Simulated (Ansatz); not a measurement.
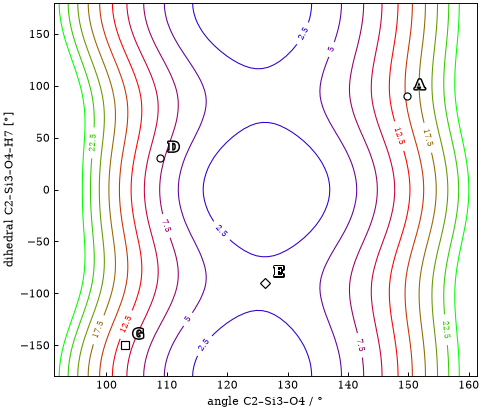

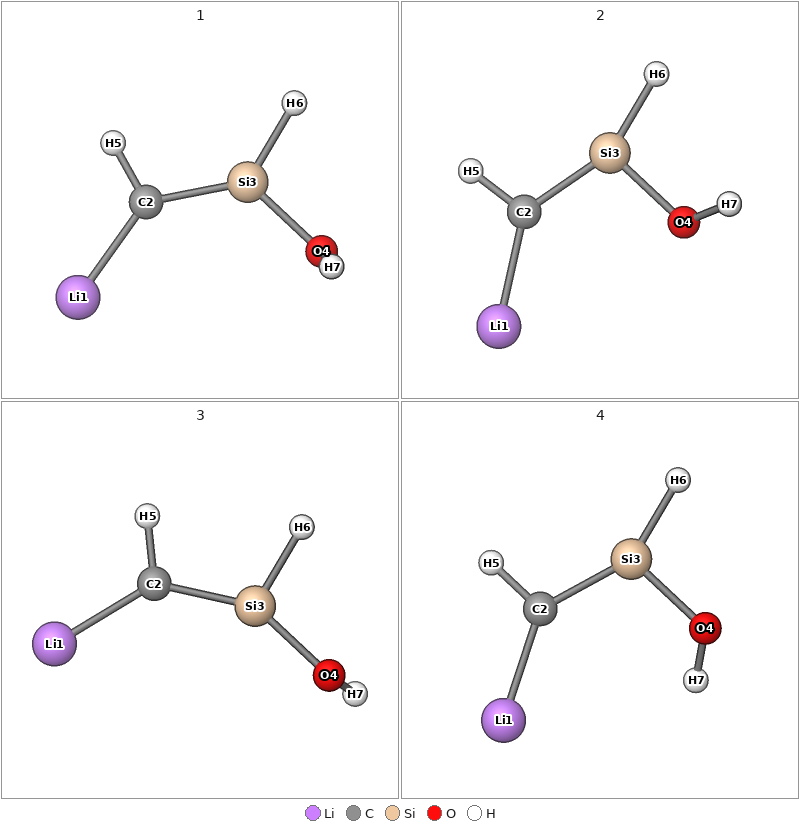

CH₃LiOSi, SMILES [Li][CH]=[SiH]O. First axis: angle C2–Si3–O4. Second axis: dihedral C2–Si3–O4–H7. Nothing is relaxed (all other coordinates rigid). The grid has 13 × 12 points; 91 points were computed and 65 follow by symmetry. Points are written as (first, second). Energies are in kcal/mol, from the lowest grid point. Method: Ansatz 0.2.0, RKS PBE0-D4/def2-TZVP.

In the figure: contour lines labelled in kcal/mol (none above 25), lettered points. Between grid points the surface is interpolated. The numbered pictures are the structures at these points, in random order.

Which structure belongs to which point?

Answer. A is structure 3: (149.7°, 90°), 15.2 kcal/mol; D is structure 4: (108.8°, 30°), 8.2 kcal/mol; E is structure 1: (126.3°, −90°), 3.1 kcal/mol; G is structure 2: (103.0°, −150°), 11.3 kcal/mol.
